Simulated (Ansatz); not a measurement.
**MP2/STO-3G run of SiH3Br (SMILES [SiH3]Br)**

What is the electronic atomisation energy of SiH3Br at MP2/STO-3G? 

The results are computed with Ansatz 0.2.0.

56 further runs of the same task are left out: 6 that didn't finish, 50 set aside as unsound or not needed.

**1. Starting point**

The species is SiH3Br (5 atoms), meant as a singlet with charge 0. As SMILES, `[SiH3]Br`. The coordinates come from a PBE0-D4/def2-TZVP relaxation.

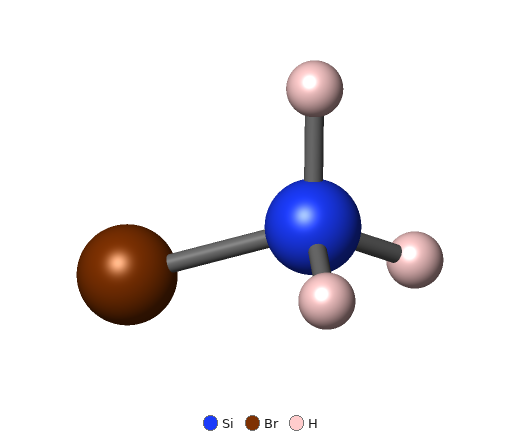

Viewed from a chosen angle; silicon blue, bromine brown, hydrogen pink.

**2. The energy at MP2/STO-3G**

The input, molecule.yaml:

```yaml
crystal:
  periodic: [false, false, false]
  atoms:
    - symbol: Si
      position_ang: [-0.147420, 0.056100, -0.043220]
    - symbol: Br
      position_ang: [1.853020, -0.705130, 0.543250]
    - symbol: H
      position_ang: [-1.064550, -0.105170, 1.107850]
    - symbol: H
      position_ang: [-0.625550, -0.731350, -1.202270]
    - symbol: H
      position_ang: [-0.015510, 1.485560, -0.405610]
basis:
  gaussian: {orbitals: STO-3G}
magnetization: {spin_polarized: false, initial_magnetization: 0}
correlation: {method: mp2, frozen_orbitals: {Br: 9, H: 0, Si: 5}}
accuracy: high
```

Run with:

```
$ ansatz run molecule.yaml --threads 1 --pin off --max-ram 3480MiB --events-out events.jsonl --progress --plain --runs-dir runs
```

The log of the run:

```text
Warning: RAYON_NUM_THREADS=1 ignored (pool sized by the plan → 1); use --threads N
Functional definition: HF
  name "HF"
  exchange = exact_x
  correlation = 0
441 factors; integrals over basis functions are off by at most 9.1e-9 eV
mean field evaluation 1: about -77063.0843 eV, gradient 1.3e1 eV
mean field evaluation 2: about -77063.1024 eV, gradient 1.3e1 eV
mean field evaluation 4: about -77064.0508 eV, gradient 5.4e-1 eV
mean field evaluation 8: about -77064.0525 eV, gradient 1.3e-6 eV
mean field -77064.05251989 eV, -2832.0516942151 hartree, gradient 3.4e-8 eV, S^2 0.000000; 0 other end points of the search recorded, 0 dependent functions left out
14 core orbitals not correlated: weight in the atoms' cores, before any rotation towards them, 1.000 or more for the frozen orbitals, at most 0.000 for the correlated occupied ones
reference -77064.05251989 eV, -2832.0516942151 hartree; 12, 12 occupied and 4, 4 virtual orbitals, 441 factors
second order -1.25623261 eV of doubles, -0.00000000 eV of singles
Total energy: -77065.30875250 eV, -2832.0978599121 hartree
```

It took 0.24 s on 1 thread of Arm Neoverse V1, shared host.

**3. The Br atom**

The input, job.yaml:

```yaml
crystal:
  periodic: [false, false, false]
  atoms:
    - {symbol: Br, position_ang: [0.000000, 0.000000, 0.000000]}
basis:
  gaussian:
    orbitals: STO-3G
magnetization:
  spin_polarized: true
  initial_magnetization: 1
correlation:
  method: mp2
  frozen_orbitals: {Br: 9}
accuracy: high
```

Run with:

```
$ ansatz run job.yaml --threads 1 --pin off --max-ram 3480MiB --events-out events.jsonl --progress --plain --runs-dir runs
```

The log of the run:

```text
Warning: RAYON_NUM_THREADS=1 ignored (pool sized by the plan → 1); use --threads N
[... 4 set-up lines as earlier in the session ...]
139 factors; integrals over basis functions are off by at most 4.2e-9 eV
mean field evaluation 1: about -69243.0819 eV, gradient 6.1e-1 eV
mean field evaluation 2: about -69243.0938 eV, gradient 6.1e-1 eV
mean field evaluation 4: about -69243.0943 eV, gradient 2.2e-6 eV
mean field evaluation 8: about -69243.0934 eV, gradient 8.1e-1 eV
mean field evaluation 16: about -69243.0943 eV, gradient 3.2e-4 eV
mean field -69243.09430889 eV, -2544.6367811967 hartree, gradient 3.2e-10 eV, S^2 0.750000; 3 other end points of the search recorded, 0 dependent functions left out
9 core orbitals not correlated: weight in the atoms' cores, before any rotation towards them, 1.000 or more for the frozen orbitals, at most 0.000 for the correlated occupied ones
reference -69243.09430889 eV, -2544.6367811967 hartree; 9, 8 occupied and 0, 1 virtual orbitals, 139 factors
second order 0.00000000 eV of doubles, 0.00000000 eV of singles
Total energy: -69243.09430889 eV, -2544.6367811967 hartree
```

Wall time 0.08 s (1 thread of Arm Neoverse V1, shared host).

**4. The H atom: the energy at UHF/STO-3G**

The input, in.yaml:

```yaml
crystal:
  periodic: [false, false, false]
  atoms:
    - {symbol: H, position_ang: [0.000000, 0.000000, 0.000000]}
basis:
  gaussian:
    orbitals: STO-3G
magnetization:
  spin_polarized: true
  initial_magnetization: 1
hamiltonian:
  xc: hf
accuracy: high
```

Run the same way, it converges to -0.46658 Eh (log not shown).

**5. The Si atom at the same level**

The input, run.yaml:

```yaml
basis:
  gaussian:
    orbitals: STO-3G
crystal:
  periodic: [false, false, false]
  atoms:
    - {symbol: Si, position_ang: [0.000000, 0.000000, 0.000000]}
magnetization:
  spin_polarized: true
  initial_magnetization: 2
correlation:
  method: mp2
  frozen_orbitals: {Si: 5}
accuracy: high
```

Run with:

```
$ ansatz run run.yaml --threads 1 --pin off --max-ram 3480MiB --events-out events.jsonl --progress --plain --runs-dir runs
```

The log of the run:

```text
Warning: RAYON_NUM_THREADS=1 ignored (pool sized by the plan → 1); use --threads N
[... 4 set-up lines as earlier in the session ...]
42 factors; integrals over basis functions are off by at most 2.5e-9 eV
mean field evaluation 1: about -7767.9286 eV, gradient 9.3e-1 eV
mean field evaluation 2: about -7767.9294 eV, gradient 9.3e-1 eV
mean field evaluation 4: about -7767.9315 eV, gradient 4.9e-6 eV
mean field evaluation 8: about -7767.9253 eV, gradient 1.5e0 eV
mean field evaluation 16: about -7767.9315 eV, gradient 4.8e-4 eV
mean field -7767.93148641 eV, -285.4662168327 hartree, gradient 2.1e-9 eV, S^2 2.000003; 3 other end points of the search recorded, 0 dependent functions left out
5 core orbitals not correlated: weight in the atoms' cores, before any rotation towards them, 1.000 or more for the frozen orbitals, at most 0.000 for the correlated occupied ones
reference -7767.93148641 eV, -285.4662168327 hartree; 3, 1 occupied and 1, 3 virtual orbitals, 42 factors
second order -0.19861568 eV of doubles, 0.00000000 eV of singles
Total energy: -7768.13010209 eV, -285.4735158242 hartree
```

Wall time 0.04 s (1 thread of Arm Neoverse V1, shared host).

**6. Outcome**

Level: MP2/STO-3G, 14 core orbitals frozen.

```
                                              quantity           value
                                molecule: total energy  -2832.09786 Eh
molecule: correlation energy (14 core orbitals frozen)       -46.2 mEh
                                 Br atom: total energy  -2544.63678 Eh
  Br atom: correlation energy (9 core orbitals frozen)         0.0 mEh
            Br atom: ⟨S²⟩ of the reference determinant           0.750
                                  H atom: total energy     -0.46658 Eh
                                          H atom: ⟨S²⟩           0.750
                                 Si atom: total energy   -285.47352 Eh
  Si atom: correlation energy (5 core orbitals frozen)        -7.3 mEh
            Si atom: ⟨S²⟩ of the reference determinant           2.000
                         electronic atomisation energy       15.995 eV
```

Taking the molecule apart into free atoms costs 16.00 eV (1543 kJ/mol), before zero-point energy and without spin-orbit coupling. In a minimal basis such a difference can be off by several eV, whatever the method.
